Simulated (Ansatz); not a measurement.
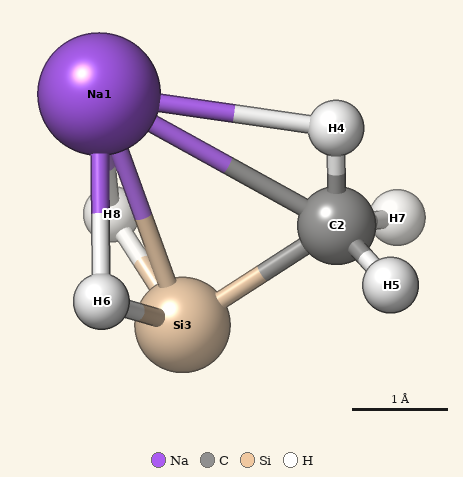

Figure 1. The input geometry (ball-and-stick view, seen at a tilt; atoms are numbered from 1 in the order of the input). Sticks mark near contacts.

## Geometry relaxation, with input and output: CH$_{5}$NaSi

CH$_{5}$NaSi, computed with RKS PBE0-D4/def2-TZVP (Ansatz 0.2.0).

Figures and captions count atoms from 1; the log counts them from 0 in places.

Log
```
Functional definition: PBE0
  name "PBE0"
  cite "Adamo & Barone, J. Chem. Phys. 110, 6158 (1999) doi:10.1063/1.478522"
  cite "Perdew, Burke & Ernzerhof, Phys. Rev. Lett. 77, 3865 (1996) doi:10.1103/PhysRevLett.77.3865"
  parent pbe
  parameter a = 0.25
  parameter kappa = 0.804
  parameter beta = 0.06672455060314922
  exchange = (1 - a)*pbe_x(kappa = kappa, mu = beta*pi^2/3) + a*exact_x
  correlation = pbe_c(beta = beta)
954 factors; their error is unknown
mean field evaluation 1: about -13398.5246 eV, gradient 5.0e1 eV
mean field evaluation 2: about -13393.6370 eV, gradient 6.1e1 eV
mean field evaluation 4: about -13404.6863 eV, gradient 1.9e0 eV
mean field evaluation 8: about -13404.6988 eV, gradient 2.1e-2 eV
mean field evaluation 16: about -13404.7538 eV, gradient 5.2e-5 eV
mean field -13404.75380719 eV, -492.6156163458 hartree, gradient 5.2e-5 eV, S^2 0.000000; 0 other end points of the search recorded, 0 dependent functions left out
the calculation of the forces begins
reference -13404.75385380 eV, -492.6156180587 hartree; 18, 18 occupied and 112, 112 virtual orbitals, 954 factors
relax step   1: F+E_penalty+E_count = -13404.87896278 eV  Δ(F+E_penalty+E_count) = +0.000e0 eV  max|allowed force component| = 4.695e-1 eV/Å  Δτ_max = 0.0000 Å  (26 SCF iters, accepted)
these checks for a lower state are left out or cut short: starts, cluster_reference, orbital_swaps, neighbouring_geometries, increment
954 factors; their error is unknown
mean field -13404.78565970 eV, -492.6167869038 hartree, gradient 1.8e-5 eV, S^2 0.000000; 0 other end points of the search recorded, 0 dependent functions left out
the calculation of the forces begins
reference -13404.78571078 eV, -492.6167887809 hartree; 18, 18 occupied and 112, 112 virtual orbitals, 954 factors
relax step   2: F+E_penalty+E_count = -13404.90998876 eV  Δ(F+E_penalty+E_count) = -3.103e-2 eV  max|allowed force component| = 1.976e-1 eV/Å  Δτ_max = 0.0892 Å  (31 SCF iters, accepted)
these checks for a lower state are left out or cut short: starts, cluster_reference, orbital_swaps, neighbouring_geometries, increment
954 factors; their error is unknown
mean field -13404.78923655 eV, -492.6169183507 hartree, gradient 7.5e-6 eV, S^2 0.000000; 0 other end points of the search recorded, 0 dependent functions left out
the calculation of the forces begins
reference -13404.78928663 eV, -492.6169201911 hartree; 18, 18 occupied and 112, 112 virtual orbitals, 954 factors
relax step   3: F+E_penalty+E_count = -13404.91327828 eV  Δ(F+E_penalty+E_count) = -3.290e-3 eV  max|allowed force component| = 3.361e-2 eV/Å  Δτ_max = 0.0235 Å  (31 SCF iters, accepted)
these checks for a lower state are left out or cut short: starts, cluster_reference, orbital_swaps, neighbouring_geometries, increment
954 factors; their error is unknown
mean field evaluation 32: about -13404.7360 eV, gradient 2.1e-4 eV
mean field -13404.78965338 eV, -492.6169336691 hartree, gradient 2.7e-5 eV, S^2 0.000000; 0 other end points of the search recorded, 0 dependent functions left out
the calculation of the forces begins
reference -13404.78970364 eV, -492.6169355161 hartree; 18, 18 occupied and 112, 112 virtual orbitals, 954 factors
relax step   4: F+E_penalty+E_count = -13404.91365273 eV  Δ(F+E_penalty+E_count) = -3.745e-4 eV  max|allowed force component| = 1.487e-2 eV/Å  Δτ_max = 0.0075 Å  (31 SCF iters, accepted)
these checks for a lower state are left out or cut short: starts, cluster_reference, orbital_swaps, neighbouring_geometries, increment
954 factors; their error is unknown
mean field -13404.78970583 eV, -492.6169355965 hartree, gradient 2.4e-5 eV, S^2 0.000000; 0 other end points of the search recorded, 0 dependent functions left out
the calculation of the forces begins
reference -13404.78975610 eV, -492.6169374439 hartree; 18, 18 occupied and 112, 112 virtual orbitals, 954 factors
relax step   5: F+E_penalty+E_count = -13404.91368748 eV  Δ(F+E_penalty+E_count) = -3.475e-5 eV  max|allowed force component| = 7.803e-3 eV/Å  Δτ_max = 0.0019 Å  (22 SCF iters, accepted)
these checks for a lower state are left out or cut short: starts, cluster_reference, orbital_swaps, neighbouring_geometries, increment
954 factors; their error is unknown
mean field -13404.78972428 eV, -492.6169362744 hartree, gradient 2.1e-5 eV, S^2 0.000000; 0 other end points of the search recorded, 0 dependent functions left out
the calculation of the forces begins
reference -13404.78977456 eV, -492.6169381223 hartree; 18, 18 occupied and 112, 112 virtual orbitals, 954 factors
relax step   6: F+E_penalty+E_count = -13404.91369682 eV  Δ(F+E_penalty+E_count) = -9.339e-6 eV  max|allowed force component| = 1.301e-3 eV/Å  Δτ_max = 0.0021 Å  (21 SCF iters, accepted)
954 factors; their error is unknown
mean field evaluation 64: about -13404.7897 eV, gradient 2.6e-3 eV
```

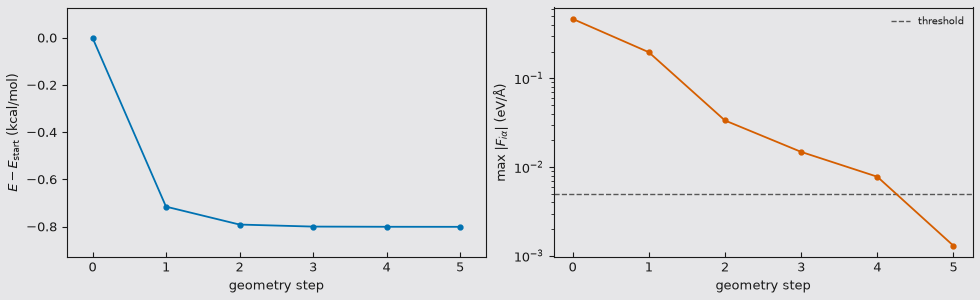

Figure 2. Progress of the relaxation, step by step (the first geometry is step 0 here and step 1 in the log).

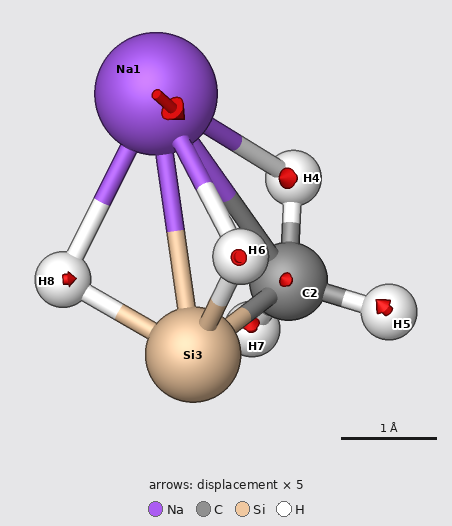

Figure 3. The starting structure with the displacements as red arrows, magnified 5 times (ball-and-stick view, seen at a tilt). The two geometries are laid on each other by the best rigid fit. Over 5 geometry steps the energy falls by 0.80 kcal/mol. Largest force component: 0.47 eV/Å at the start, 0.0013 eV/Å at the end. The atom that moves furthest after the best rigid fit is Na1 (0.11 Å). Largest moves by element: Na 0.11 Å, H 0.05 Å, C 0.03 Å, Si 0.01 Å. Among the contacts that change: Na1–H4 2.519 → 2.360 Å, Na1–C2 2.898 → 2.765 Å, Na1–Si3 2.773 → 2.715 Å, Na1–H6 2.206 → 2.160 Å. Among the angles that change: Na1–Si3–C2 72.7° → 70.2°, H4–Na1–H6 81.4° → 83.6°, Na1–C2–H4 59.4° → 57.3°. (Atoms are counted from 1 in the order of the input.)

```
mean field -13404.78972428 eV, -492.6169362744 hartree, gradient 2.1e-5 eV, S^2 0.000000; 1 other end points of the search recorded, 0 dependent functions left out
the calculation of the forces begins
reference -13404.78977456 eV, -492.6169381223 hartree; 18, 18 occupied and 112, 112 virtual orbitals, 954 factors
Total energy: -13404.91374710 eV, -492.6214940292 hartree
Atom 0 at    -2.082620    -0.184135     0.513248 Å, force    -0.000699     0.000109    -0.000502 eV/Å
Atom 1 at     0.125845     0.335037    -1.067059 Å, force    -0.001297    -0.000227     0.000007 eV/Å
Atom 2 at     0.620811    -0.290029     0.745747 Å, force     0.001301    -0.000147     0.000181 eV/Å
Atom 3 at    -0.908398     0.470205    -1.426285 Å, force     0.000858    -0.000217    -0.000023 eV/Å
Atom 4 at     0.608757     1.305704    -1.214093 Å, force    -0.000079    -0.000618    -0.000246 eV/Å
Atom 5 at    -0.370586     0.643949     1.537476 Å, force     0.000046     0.000053     0.000564 eV/Å
Atom 6 at     0.589080    -0.352895    -1.780638 Å, force     0.000087     0.000913    -0.000207 eV/Å
Atom 7 at    -0.391430    -1.495827     0.805241 Å, force    -0.000216     0.000134     0.000224 eV/Å
Dipole moment:    -1.631478     0.113699    -0.285724 e Å
```

Trajectory as extended XYZ (Å, eV, eV/Å), 6 frames, from step=1 to step=6
```
8
Properties=species:S:1:pos:R:3:forces:R:3 step=1 energy=-13404.87896
Na   -2.1523   -0.2125    0.5954    0.2104   0.0050  -0.0185
C     0.1386    0.3433   -1.0899    0.0623   0.1016  -0.2965
Si    0.6155   -0.2890    0.7488   -0.3343   0.0498  -0.1577
H    -0.9005    0.4876   -1.4757    0.4175  -0.0771   0.2305
H     0.6417    1.3236   -1.2340   -0.2475  -0.4695   0.0825
H    -0.3750    0.6629    1.5647    0.0558  -0.1813  -0.1776
H     0.6179   -0.3585   -1.8058   -0.2259   0.3245   0.3564
H    -0.3944   -1.5254    0.8102    0.0616   0.2470  -0.0192
8
Properties=species:S:1:pos:R:3:forces:R:3 step=2 energy=-13404.90999
Na   -2.0845   -0.1943    0.5403   -0.0175   0.0092  -0.0300
C     0.1304    0.3370   -1.0702    0.0745   0.0213  -0.0965
Si    0.6288   -0.2899    0.7460   -0.1976   0.0188  -0.0273
H    -0.9089    0.4723   -1.4264    0.1259  -0.0153   0.0432
H     0.6188    1.3104   -1.2188   -0.0869  -0.1402   0.0137
H    -0.3853    0.6406    1.5276    0.0947   0.0051   0.0090
H     0.5959   -0.3559   -1.7852   -0.0828   0.1083   0.0912
H    -0.4037   -1.4883    0.8004    0.0897  -0.0071  -0.0033
8
Properties=species:S:1:pos:R:3:forces:R:3 step=3 energy=-13404.91328
Na   -2.0790   -0.1858    0.5190   -0.0336   0.0022  -0.0075
C     0.1279    0.3347   -1.0676    0.0030  -0.0046   0.0317
Si    0.6186   -0.2898    0.7473    0.0109  -0.0036  -0.0091
H    -0.9075    0.4686   -1.4214   -0.0127   0.0059  -0.0209
H     0.6098    1.3052   -1.2157    0.0024   0.0137   0.0032
H    -0.3741    0.6502    1.5360    0.0140  -0.0316  -0.0131
H     0.5900   -0.3521   -1.7825    0.0010  -0.0130   0.0006
H    -0.3943   -1.4990    0.7986    0.0150   0.0310   0.0152
8
Properties=species:S:1:pos:R:3:forces:R:3 step=4 energy=-13404.91365
Na   -2.0854   -0.1852    0.5152    0.0097  -0.0003   0.0000
C     0.1272    0.3352   -1.0669    0.0023  -0.0065   0.0149
Si    0.6215   -0.2900    0.7463   -0.0070   0.0045  -0.0101
H    -0.9077    0.4699   -1.4231   -0.0087   0.0030  -0.0084
H     0.6097    1.3056   -1.2152    0.0033   0.0075   0.0003
H    -0.3713    0.6448    1.5353   -0.0012  -0.0008   0.0058
H     0.5889   -0.3529   -1.7808    0.0037  -0.0057  -0.0064
H    -0.3914   -1.4953    0.8029   -0.0019  -0.0018   0.0040
8
Properties=species:S:1:pos:R:3:forces:R:3 step=5 energy=-13404.91369
Na   -2.0839   -0.1848    0.5148    0.0024   0.0002  -0.0011
C     0.1267    0.3351   -1.0673   -0.0023  -0.0021   0.0078
Si    0.6209   -0.2899    0.7460   -0.0007   0.0007  -0.0050
H    -0.9079    0.4700   -1.4249   -0.0024   0.0010  -0.0038
H     0.6093    1.3057   -1.2148    0.0016   0.0023  -0.0001
H    -0.3712    0.6442    1.5367    0.0000   0.0008   0.0016
H     0.5892   -0.3529   -1.7811    0.0016  -0.0015  -0.0010
H    -0.3917   -1.4954    0.8042   -0.0001  -0.0013   0.0016
8
Properties=species:S:1:pos:R:3:forces:R:3 step=6 energy=-13404.91370
Na   -2.0826   -0.1841    0.5132   -0.0007   0.0001  -0.0005
C     0.1258    0.3350   -1.0671   -0.0013  -0.0002   0.0000
Si    0.6208   -0.2900    0.7457    0.0013  -0.0001   0.0002
H    -0.9084    0.4702   -1.4263    0.0009  -0.0002   0.0000
H     0.6088    1.3057   -1.2141   -0.0001  -0.0006  -0.0002
H    -0.3706    0.6439    1.5375    0.0000   0.0001   0.0006
H     0.5891   -0.3529   -1.7806    0.0001   0.0009  -0.0002
H    -0.3914   -1.4958    0.8052   -0.0002   0.0001   0.0002
```

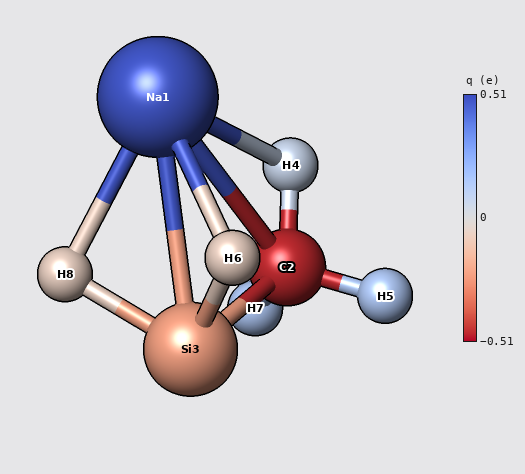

Figure 4. Mulliken charges, as the colour of each atom (ball-and-stick view, seen at a tilt; atoms are numbered from 1 in the order of the input). By element: Na +0.48, C −0.47, Si −0.23 and H −0.06 to +0.14 e.

This output came from the following input.

Input file
```yaml
crystal:
  periodic: [false, false, false]
  atoms:
    - {symbol: Na, position_ang: [-2.152289, -0.212464, 0.595384]}
    - {symbol: C, position_ang: [0.138590, 0.343282, -1.089923]}
    - {symbol: Si, position_ang: [0.615490, -0.289014, 0.748823]}
    - {symbol: H, position_ang: [-0.900506, 0.487618, -1.475689]}
    - {symbol: H, position_ang: [0.641687, 1.323595, -1.234012]}
    - {symbol: H, position_ang: [-0.375019, 0.662888, 1.564707]}
    - {symbol: H, position_ang: [0.617909, -0.358473, -1.805806]}
    - {symbol: H, position_ang: [-0.394403, -1.525424, 0.810153]}
basis:
  gaussian: {orbitals: def2-TZVP}
hamiltonian: {xc: pbe0, dispersion: d4}
relax: {f_tol: 0.005, max_steps: 200}
```

Command:
```bash
ansatz run in.yaml --threads 2 --pin off --events-out ev --progress --plain --max-ram 4352MiB
```

Results in brief

| quantity | value |
| --- | --- |
| outcome | converged |
| total energy | −13404.9137 eV |
| mean-field energy | −13404.7898 eV |
| dispersion energy | −0.1240 eV |
| SCF solution under orbital rotations | stable |
| largest force (length of the vector) at the end | 0.001 eV/Å |
| dipole moment | 7.97 D |
| hardware | 2 threads of Intel Xeon @ 2.50GHz, 11 GiB of memory available, shared host |
| wall time | 20 s (CPU time 37 s) |
| peak memory | 0.26 GiB |
